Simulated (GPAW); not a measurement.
# Screening of a field by NbSi2P4 monolayer, part 2 of 2

How does NbSi2P4 monolayer screen a perpendicular field?

GPAW 26.7.0; GPAW, PAW setups; layer in a repeated cell with vacuum, relaxation of atoms and in-plane cell (the session's first sound run).

So far. Step 5 (Field on): The dipole is now -0.0686 e Å, against 9.2e-5 in the run without a field.

## Step 7: Field on

Level of this step: GPAW, PAW setups; slab in vacuum (GPAW).

run.py reads:

```python
import json
import numpy as np
from ase import Atoms
from gpaw import GPAW, PW
from gpaw.external import ConstantElectricField

slab = Atoms(
    ['P', 'Si', 'P', 'Nb', 'P', 'Si', 'P'],
    positions=[
        [0.00000, -0.00000, 9.00000],
        [0.00000, 2.03793, 10.00908],
        [0.00000, 2.03793, 12.27409],
        [0.00000, -0.00000, 13.75855],
        [-0.00000, 2.03793, 15.24301],
        [0.00000, 2.03793, 17.50803],
        [-0.00000, -0.00000, 18.51711]],
    cell=[[3.52979, -0.0, 0.0], [-1.7649, 3.05689, 0.0], [0.0, 0.0, 27.5171]],
    pbc=[True, True, False],
    magmoms=[0.0, 0.0, 0.0, 1.0, 0.0, 0.0, 0.0])

slab.calc = GPAW(mode=PW(400), xc='PBE', kpts={'size': (9, 9, 1), 'gamma': True},
                 occupations={'name': 'fermi-dirac', 'width': 0.05}, nbands='200%',
                 convergence={'density': 1e-05}, maxiter=200,
                 poissonsolver={'dipolelayer': 'xy'},
                 external=ConstantElectricField(0.05, [0, 0, 1]),
                 symmetry={'tolerance': 1e-3}, txt='slab.txt')
result = {}
energy = slab.get_potential_energy()
fermi = slab.calc.get_fermi_level()
v = slab.calc.get_electrostatic_potential().mean((0, 1)) - fermi
n = slab.calc.get_pseudo_density().mean((0, 1))
L = slab.cell[2, 2]
z = np.arange(len(v)) * L / len(v)
low, high = slab.positions[:, 2].min(), slab.positions[:, 2].max()
below, above = np.interp([low - 6.8, high + 6.8], z, v)
slopes = [np.interp(x, z, np.gradient(v, z)) for x in (low - 6.8, high + 6.8)]
eps = np.array([[slab.calc.get_eigenvalues(k, s) for k in range(len(slab.calc.get_ibz_k_points()))]
                for s in range(slab.calc.get_number_of_spins())]) - fermi
top, bottom = eps[eps < 0].max(), eps[eps > 0].min()
dipole = slab.get_dipole_moment()[2]
print(f'energy {energy:.4f} eV, Fermi level {fermi:.4f} eV, dipole {dipole:.5f} e A')
print(f'potential 6.8 A off the faces, from the Fermi level: lower {below:.4f} eV, upper {above:.4f} eV')
print(f'slope of the potential there: lower {slopes[0]:.5f}, upper {slopes[1]:.5f} eV/A')
print(f'nearest levels on the mesh: {top:.4f} and {bottom:.4f} eV')
print('magnetic moment', round(slab.get_magnetic_moment(), 3))
result.update(energy=energy, fermi=fermi, dipole=dipole, below=below, above=above, slopes=slopes, edges=[top, bottom],
              z=z.tolist(), v=v.tolist(), n=n.tolist(), positions=slab.positions.tolist(),
              forces=slab.get_forces(apply_constraint=False).tolist(), moments=slab.get_magnetic_moments().tolist())
json.dump(result, open('result.json', 'w'))
```

The run is started by

```sh
OMP_NUM_THREADS=1 OPENBLAS_NUM_THREADS=1 python run.py
```

The log of the run:

```text
energy -44.8718 eV, Fermi level -0.1965 eV, dipole 0.03430 e A
potential 6.8 A off the faces, from the Fermi level: lower 5.7585 eV, upper 5.1833 eV
slope of the potential there: lower 0.00004, upper -0.00004 eV/A
nearest levels on the mesh: -0.0790 and 0.0009 eV
magnetic moment -0.0
```

Elapsed: 10 min, on 1 thread of Intel Xeon Platinum 8559C (Emerald Rapids), shared host; peak memory 0.63 GiB.

The electrostatic potential energy of an electron (without an applied field's), less the Fermi level, planar mean oscillates, so the rows of the table below give means over windows of 1.72 Å about each position, cut where the curve ends. Its maxima inside the range that stand out by 2 % of the span (Å: eV): 9.6: -10.6, 11.2: 2.17, 12.9: -5.41, 14.6: -5.49, 16.3: 1.92, 18.0: -11.0. Its minima: 9.0: -13.9, 9.9: -12.1, 12.3: -11.8, 13.8: -17.6, 15.3: -11.9, 17.6: -12.5, 18.5: -14.4.

The electrostatic potential energy of an electron (without an applied field's), less the Fermi level, planar mean by z; means over each step:

| z (Å) | electrostatic potential energy of an electron (without an applied field's), less the Fermi level, planar mean (eV) |
| --- | --- |
| 0.86 | 5.73 |
| 2.58 | 5.76 |
| 4.30 | 5.76 |
| 6.02 | 5.74 |
| 7.74 | 3.18 |
| 9.46 | -11.3 |
| 11.18 | -1.40 |
| 12.90 | -10.2 |
| 14.62 | -10.2 |
| 16.34 | -1.65 |
| 18.06 | -11.7 |
| 19.78 | 2.66 |
| 21.50 | 5.17 |
| 23.22 | 5.18 |
| 24.94 | 5.18 |
| 26.66 | 5.20 |

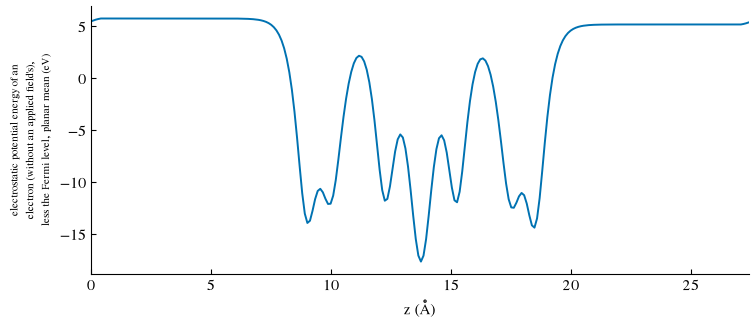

Electrostatic potential energy of an electron (without an applied field's), less the Fermi level, planar mean, plotted against z.

## Step 8: Field on

run.py, as its differences from that of step 7:

```diff
@@ -24,3 +24,3 @@
                  poissonsolver={'dipolelayer': 'xy'},
-                 external=ConstantElectricField(0.05, [0, 0, 1]),
+                 external=ConstantElectricField(0.1, [0, 0, 1]),
                  symmetry={'tolerance': 1e-3}, txt='slab.txt')
```

The log of the run:

```text
energy -44.8744 eV, Fermi level -0.1968 eV, dipole 0.06861 e A
potential 6.8 A off the faces, from the Fermi level: lower 6.0467 eV, upper 4.8961 eV
slope of the potential there: lower 0.00004, upper -0.00004 eV/A
nearest levels on the mesh: -0.0790 and 0.0009 eV
magnetic moment -0.0
```

The job ended after 9.7 min (1 thread; peak memory 0.63 GiB).

The dipole is now 0.0686 e Å, against 9.2e-5 in the run without a field.

## Step 9: In a field

run.py, as its differences from that of step 8:

```diff
@@ -24,3 +24,3 @@
                  poissonsolver={'dipolelayer': 'xy'},
-                 external=ConstantElectricField(0.1, [0, 0, 1]),
+                 external=ConstantElectricField(0.2, [0, 0, 1]),
                  symmetry={'tolerance': 1e-3}, txt='slab.txt')
```

The log of the run:

```text
energy -44.8846 eV, Fermi level -0.1977 eV, dipole 0.13721 e A
potential 6.8 A off the faces, from the Fermi level: lower 6.6237 eV, upper 4.3228 eV
slope of the potential there: lower 0.00004, upper -0.00004 eV/A
nearest levels on the mesh: -0.0791 and 0.0008 eV
magnetic moment -0.0
```

Run time: 9.4 min. Hardware: 1 thread; peak memory 0.63 GiB.

The electrostatic potential energy of an electron (without an applied field's), less the Fermi level, planar mean oscillates, so the rows of the table below give means over windows of 1.72 Å about each position, cut where the curve ends. Its maxima inside the range that stand out by 2 % of the span (Å: eV): 4.0: 6.62, 9.6: -10.0, 11.2: 2.54, 12.9: -5.28, 14.6: -5.61, 16.3: 1.54, 18.0: -11.6. Its minima: 9.0: -13.3, 9.9: -11.6, 12.3: -11.6, 13.8: -17.6, 15.3: -12.2, 17.6: -13.0, 18.5: -15.1.

Table of electrostatic potential energy of an electron (without an applied field's), less the Fermi level, planar mean by z; means over each step:

| z (Å) | electrostatic potential energy of an electron (without an applied field's), less the Fermi level, planar mean (eV) |
| --- | --- |
| 0.86 | 6.50 |
| 2.58 | 6.62 |
| 4.30 | 6.62 |
| 6.02 | 6.60 |
| 7.74 | 4.00 |
| 9.46 | -10.7 |
| 11.18 | -1.03 |
| 12.90 | -10.0 |
| 14.62 | -10.3 |
| 16.34 | -2.02 |
| 18.06 | -12.3 |
| 19.78 | 1.84 |
| 21.50 | 4.31 |
| 23.22 | 4.32 |
| 24.94 | 4.32 |
| 26.66 | 4.39 |

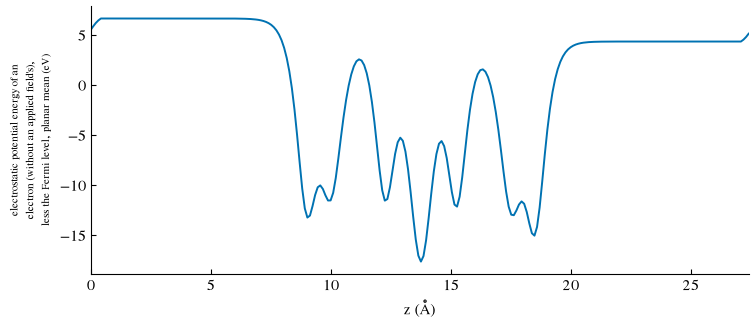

Electrostatic potential energy of an electron (without an applied field's), less the Fermi level, planar mean, plotted against z.

The dipole is now 0.137 e Å, against 9.2e-5 in the run without a field.

## Step 10: In a field

run.py, as its differences from that of step 9:

```diff
@@ -24,3 +24,3 @@
                  poissonsolver={'dipolelayer': 'xy'},
-                 external=ConstantElectricField(0.2, [0, 0, 1]),
+                 external=ConstantElectricField(0.3, [0, 0, 1]),
                  symmetry={'tolerance': 1e-3}, txt='slab.txt')
```

The log of the run:

```text
energy -44.9018 eV, Fermi level -0.1993 eV, dipole 0.20586 e A
potential 6.8 A off the faces, from the Fermi level: lower 7.2025 eV, upper 3.7502 eV
slope of the potential there: lower 0.00004, upper -0.00004 eV/A
nearest levels on the mesh: -0.0791 and 0.0007 eV
magnetic moment 0.0
```

Wall time 8.7 min (1 thread); peak memory 0.63 GiB.

The dipole is now 0.206 e Å, against 9.2e-5 in the run without a field.

## Step 11: The series

The members are put on one axis.

This step: induced dipole against applied field (GPAW 26.7.0).

Dipole along the normal against field:

| field (V/Å) | dipole along the normal (e·Å) |
| --- | --- |
| -0.200 | -0.137 |
| -0.100 | -0.0686 |
| -0.050 | -0.0343 |
| 0.000 | 9.2e-5 |
| 0.050 | 0.0343 |
| 0.100 | 0.0686 |
| 0.200 | 0.137 |
| 0.300 | 0.206 |

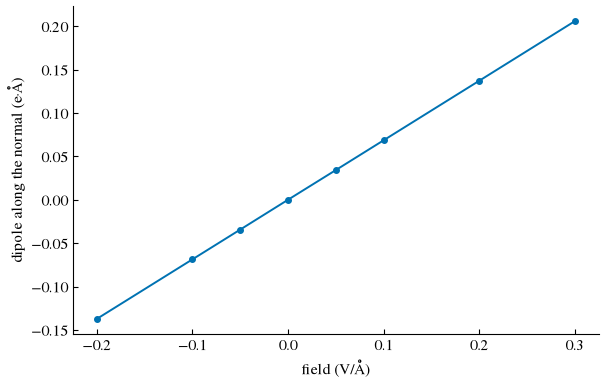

Dipole along the normal, plotted against field.

## Step 12: A changed run

One more run, with changed settings.

This step: GPAW, PAW setups; slab in vacuum (GPAW 26.7.0).

run.py, as its differences from that of step 10:

```diff
@@ -4,3 +4,2 @@
 from gpaw import GPAW, PW
-from gpaw.external import ConstantElectricField
 
@@ -22,5 +21,4 @@
                  occupations={'name': 'fermi-dirac', 'width': 0.05}, nbands='200%',
-                 convergence={'density': 1e-05}, maxiter=200,
+                 convergence={'density': 1e-05}, maxiter=3,
                  poissonsolver={'dipolelayer': 'xy'},
-                 external=ConstantElectricField(0.3, [0, 0, 1]),
                  symmetry={'tolerance': 1e-3}, txt='slab.txt')
```

The log of the run:

```text
gpaw.KohnShamConvergenceError
```

Elapsed: 31 s, on 1 thread; peak memory 0.35 GiB.

No converged result was reached; the numbers in the log don't describe the system.

The fault put into the input: too few SCF iterations (maxiter = 3).

## Step 13: Summary of results

| Property | Result |
| --- | --- |
| work function, both faces | 5.47 eV |
| dipole along the normal | 9.2e-5 e Å, near the numerical noise |
| induced dipole per field | 0.686 e Å per V/Å |
| out-of-plane polarisability per area, α/(ε0 A) | 11.5 Å |

What this shows: The field induces 0.686 e Å per V/Å, a polarisable thickness α/(ε0 A) of 11.5 Å beside 9.52 Å between the outermost nuclei. A perfect conductor would give the distance between its two image planes; a dielectric of thickness t gives t(1 - 1/ε). The induced dipole is linear in the field over this range. One magnetic start was tried; another order may lie lower. The layer's cell and atoms come from the relaxation; spin-orbit coupling and temperature are left out.

[Logs are printed without paths, hosts, clocks, repeated set-up lines and the standing remarks that a program may print on its own settings, such as how far it seeks lower states.]

[Hosts, paths, dates, database ids (printed as entryN), source tags and the programs' standing remarks are cut or masked in the printed files.]
